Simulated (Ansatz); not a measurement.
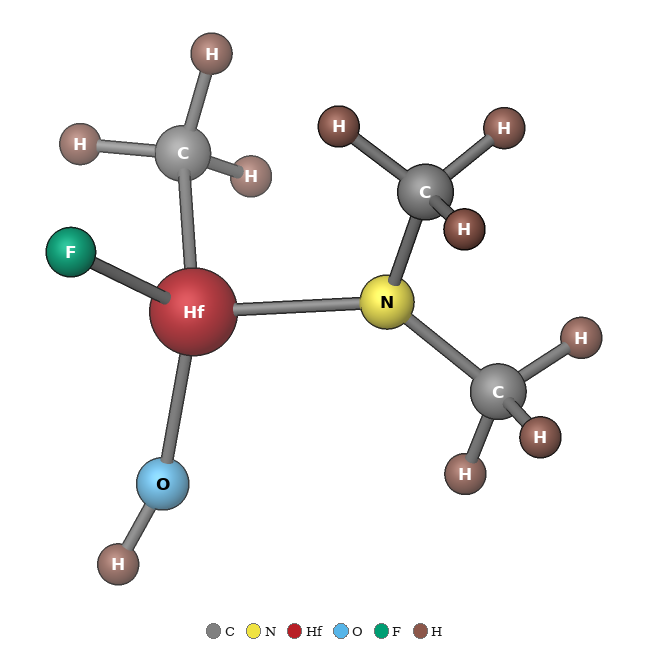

Atoms fade into the background with distance from the viewer. Charge 0, singlet. The computed structure is the end point of a PBE0-D4/def2-TZVP optimisation. No frequency run is at hand to confirm it as a minimum.

Q: List the symmetry elements and name the point group.

A: It has no symmetry element but the identity, so the point group is C1. The group has 1 operation. The geometry is chiral, and symmetry allows a dipole moment.
